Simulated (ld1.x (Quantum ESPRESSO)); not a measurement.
Ho: pseudopotential generation (part 2 of 2)

The same run, continued: holmium (Ho, Z = 67), core [Xe], reference valence 4f11 5d0 6s2 6p0, valence charge 13. Method: TM potential, PBE, scalar-relativistic, made with ld1.x (Quantum ESPRESSO) 7.5.

Output of the test run (extracts), continued:
```
     ---------------------- Testing the pseudopotential ----------------------

     Ho
     scalar relativistic calculation

     atomic number is 67.00   valence charge is 13.00
     dft =PBE   lsd =0 sic =0 latt =0  beta=0.20 tr2=1.0E-14
     mesh =1265 r(mesh) =  99.01857 xmin = -7.00 dx = 0.01250

     n l     nl             e AE (Ry)        e PS (Ry)    De AE-PS (Ry)
     4 3     4F   1(10.00)       -2.57904       -2.92862        0.34958  !
     3 2     5D   1( 0.00)       -1.83203       -1.85143        0.01940  !
     1 0     6S   1( 0.00)       -1.71921       -2.07868        0.35948  !
     2 1     6P   1( 0.00)       -1.29305       -1.49517        0.20213  !

     eps = 2.7E-16  iter =  9

     Etot =  -25229.464161 Ry,  -12614.732080 Ha, -343264.347028 eV
     Etotps =  -135.959047 Ry,     -67.979524 Ha,   -1849.817076 eV
     dEtot_ae =       3.239907 Ry
     dEtot_ps =       3.385366 Ry,   Delta E=      -0.145459 Ry

     Ekin =     352.433003 Ry,     176.216502 Ha,    4795.095290 eV
     Encl =    -265.797028 Ry,    -132.898514 Ha,   -3616.352793 eV
     Ehrt =     112.299006 Ry,      56.149503 Ha,    1527.905819 eV
     Ecxc =     -19.144646 Ry,      -9.572323 Ha,    -260.476175 eV
     Epseu=    -315.749384 Ry,    -157.874692 Ha,   -4295.989218 eV

     ---------------------- End of pseudopotential test ----------------------

     ---------------------- Testing the pseudopotential ----------------------

     Ho
     scalar relativistic calculation

     atomic number is 67.00   valence charge is 13.00
     dft =PBE   lsd =0 sic =0 latt =0  beta=0.20 tr2=1.0E-14
     mesh =1265 r(mesh) =  99.01857 xmin = -7.00 dx = 0.01250

     n l     nl             e AE (Ry)        e PS (Ry)    De AE-PS (Ry)
     4 3     4F   1(11.00)       -0.59376       -0.56213       -0.03163  !
     3 2     5D   1( 1.00)       -0.42413       -0.41669       -0.00744  !
     1 0     6S   1( 0.00)       -0.60687       -0.59230       -0.01458  !
     2 1     6P   1( 0.00)       -0.36622       -0.35720       -0.00902  !

     eps = 3.7E-15  iter = 11

     Etot =  -25232.068348 Ry,  -12616.034174 Ha, -343299.778803 eV
     Etotps =  -138.714435 Ry,     -69.357217 Ha,   -1887.306031 eV
     dEtot_ae =       0.635720 Ry
     dEtot_ps =       0.629978 Ry,   Delta E=       0.005741 Ry

     Ekin =     370.681148 Ry,     185.340574 Ha,    5043.373940 eV
     Encl =    -294.695649 Ry,    -147.347824 Ha,   -4009.538563 eV
     Ehrt =     138.338877 Ry,      69.169439 Ha,    1882.196309 eV
     Ecxc =     -21.118059 Ry,     -10.559029 Ha,    -287.325827 eV
     Epseu=    -331.920752 Ry,    -165.960376 Ha,   -4516.011891 eV

     ---------------------- End of pseudopotential test ----------------------

     ---------------------- Testing the pseudopotential ----------------------

     Ho
     scalar relativistic calculation

     atomic number is 67.00   valence charge is 13.00
     dft =PBE   lsd =0 sic =0 latt =0  beta=0.20 tr2=1.0E-14
     mesh =1265 r(mesh) =  99.01857 xmin = -7.00 dx = 0.01250

     n l     nl             e AE (Ry)        e PS (Ry)    De AE-PS (Ry)
     4 3     4F   1(11.00)       -0.18832       -0.17078       -0.01754  !
     3 2     5D   1( 1.00)       -0.06179       -0.06186        0.00007
     1 0     6S   1( 1.00)       -0.26906       -0.26782       -0.00125
     2 1     6P   1( 0.00)       -0.08611       -0.08619        0.00008

     eps = 3.6E-15  iter = 32

     Etot =  -25232.499112 Ry,  -12616.249556 Ha, -343305.639639 eV
     Etotps =  -139.139915 Ry,     -69.569957 Ha,   -1893.094981 eV
     dEtot_ae =       0.204956 Ry
     dEtot_ps =       0.204498 Ry,   Delta E=       0.000458 Ry

     Ekin =     370.231909 Ry,     185.115955 Ha,    5037.261739 eV
     Encl =    -299.773282 Ry,    -149.886641 Ha,   -4078.623276 eV
     Ehrt =     143.213307 Ry,      71.606653 Ha,    1948.516303 eV
     Ecxc =     -21.305892 Ry,     -10.652946 Ha,    -289.881422 eV
     Epseu=    -331.505957 Ry,    -165.752979 Ha,   -4510.368325 eV

     ---------------------- End of pseudopotential test ----------------------

     ---------------------- Testing the pseudopotential ----------------------

     Ho
     scalar relativistic calculation

     atomic number is 67.00   valence charge is 13.00
     dft =PBE   lsd =0 sic =0 latt =0  beta=0.20 tr2=1.0E-14
     mesh =1265 r(mesh) =  99.01857 xmin = -7.00 dx = 0.01250

     n l     nl             e AE (Ry)        e PS (Ry)    De AE-PS (Ry)
     4 3     4F   1(11.00)       -0.20441       -0.19509       -0.00932  !
     3 2     5D   1( 0.50)       -0.06590       -0.06614        0.00024
     1 0     6S   1( 1.50)       -0.27133       -0.27092       -0.00041
     2 1     6P   1( 0.00)       -0.08371       -0.08384        0.00013

     eps = 2.1E-15  iter = 27

     Etot =  -25232.602245 Ry,  -12616.301122 Ha, -343307.042838 eV
     Etotps =  -139.242659 Ry,     -69.621329 Ha,   -1894.492886 eV
     dEtot_ae =       0.101823 Ry
     dEtot_ps =       0.101754 Ry,   Delta E=       0.000069 Ry

     Ekin =     370.224930 Ry,     185.112465 Ha,    5037.166784 eV
     Encl =    -299.555603 Ry,    -149.777802 Ha,   -4075.661608 eV
     Ehrt =     142.936738 Ry,      71.468369 Ha,    1944.753392 eV
     Ecxc =     -21.300895 Ry,     -10.650448 Ha,    -289.813441 eV
     Epseu=    -331.547829 Ry,    -165.773914 Ha,   -4510.938014 eV

     ---------------------- End of pseudopotential test ----------------------

     ---------------------- Testing the pseudopotential ----------------------

     Ho
     scalar relativistic calculation

     atomic number is 67.00   valence charge is 13.00
     dft =PBE   lsd =0 sic =0 latt =0  beta=0.20 tr2=1.0E-14
     mesh =1265 r(mesh) =  99.01857 xmin = -7.00 dx = 0.01250

     n l     nl             e AE (Ry)        e PS (Ry)    De AE-PS (Ry)
     4 3     4F   1(11.00)       -0.43731       -0.43594       -0.00136
     3 2     5D   1( 0.00)       -0.22294       -0.21462       -0.00832  !
     1 0     6S   1( 0.00)       -0.38958       -0.37986       -0.00972  !
     2 1     6P   1( 2.00)       -0.17001       -0.16842       -0.00160

     eps = 3.2E-15  iter = 17

     Etot =  -25232.289782 Ry,  -12616.144891 Ha, -343302.791566 eV
     Etotps =  -138.936623 Ry,     -69.468311 Ha,   -1890.329050 eV
     dEtot_ae =       0.414286 Ry
     dEtot_ps =       0.407791 Ry,   Delta E=       0.006495 Ry

     Ekin =     371.094102 Ry,     185.547051 Ha,    5048.992471 eV
     Encl =    -296.894633 Ry,    -148.447316 Ha,   -4039.457261 eV
     Ehrt =     140.052474 Ry,      70.026237 Ha,    1905.510983 eV
     Ecxc =     -21.200970 Ry,     -10.600485 Ha,    -288.453887 eV
     Epseu=    -331.987596 Ry,    -165.993798 Ha,   -4516.921357 eV

     ---------------------- End of pseudopotential test ----------------------
```

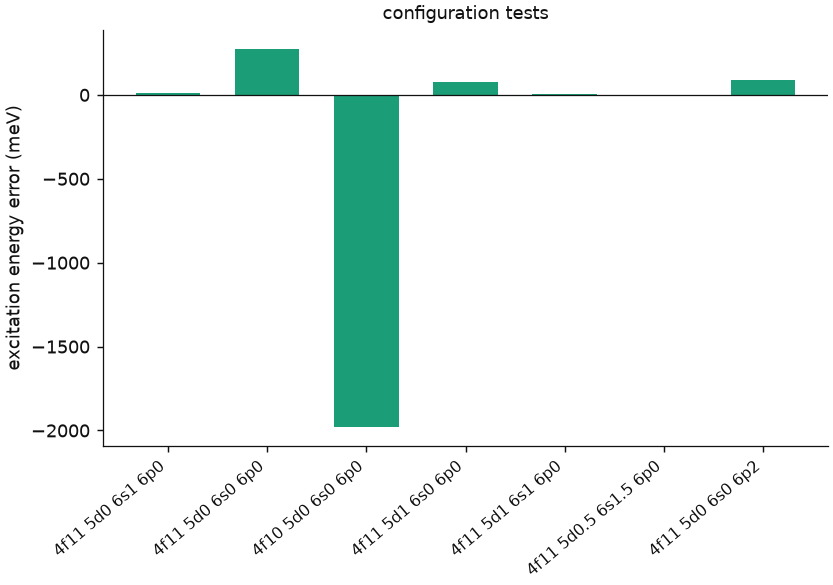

*Errors, all-electron minus pseudo, of the energies of valence configurations relative to the unpolarised reference 4f11 5d0 6s2 6p0.*

- Worst configuration: 4f10 5d0 6s0 6p0 (charge +3): the error is -1979 meV on an all-electron energy of +44.08 eV relative to the reference, or 4.5 %.
- Configurations within 10 meV and within 50 meV: 2 and 3 of 7. The potential isn't sound: its ghost test gives ghost state below the valence levels: s at -33.9 eV.

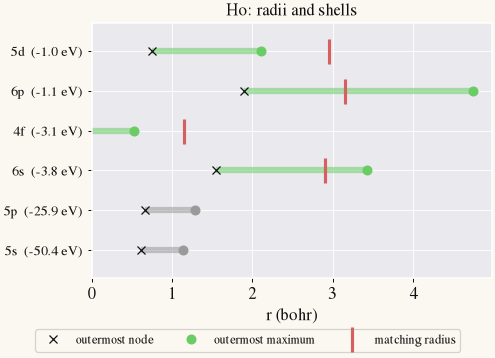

*Outer shells of the all-electron reference atom: each bar runs from the outermost node (or the nucleus) to the outermost maximum of u(r); the tick is the radius chosen for the pseudo-wave. Shells without a tick have no pseudo-wave of their own. Levels, nodes and maxima are from ld1.x, scalar-relativistic.*

- Radii against the shells: 6s: 2.90 bohr, between node and maximum; 4f: 1.15 bohr, outside the maximum; 6p: 3.15 bohr, between node and maximum; 5d: 2.95 bohr, outside the maximum.

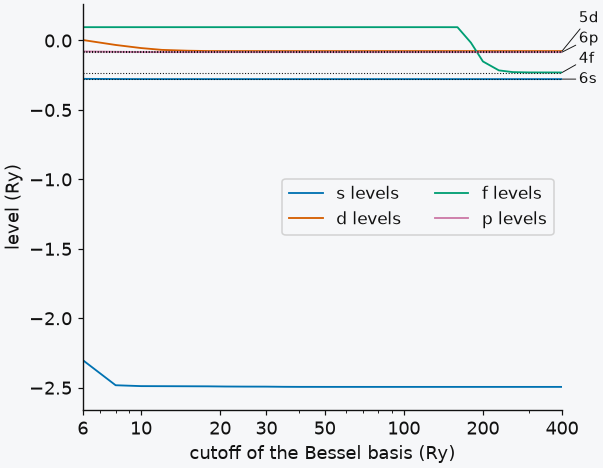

*The pseudo-atom Hamiltonian at the reference potential is diagonalised in spherical Bessel functions (20 bohr box) up to the cutoff. Curves: the lowest levels of each channel that holds a bound state. Dotted lines: the all-electron valence levels.*

- Ghost states: ghost state below the valence levels: s at -33.9 eV. A ghost is a state of the pseudo-atom that lies below a valence level of its channel, or is bound in a channel without one, and matches no all-electron valence level; bound levels above the valence ones can be real empty states. In Ry: s -2.50.
- Onset of the ghost: the lowest s curve lies clearly below the lowest valence level of its channel already at the lowest cutoff, 6 Ry, and ends at -2.50 Ry.
- All-electron valence levels: 6s: -0.28 Ry; 5d: -0.08 Ry; 4f: -0.23 Ry; 6p: -0.08 Ry.

Outcome of the run: generated, with a ghost state.
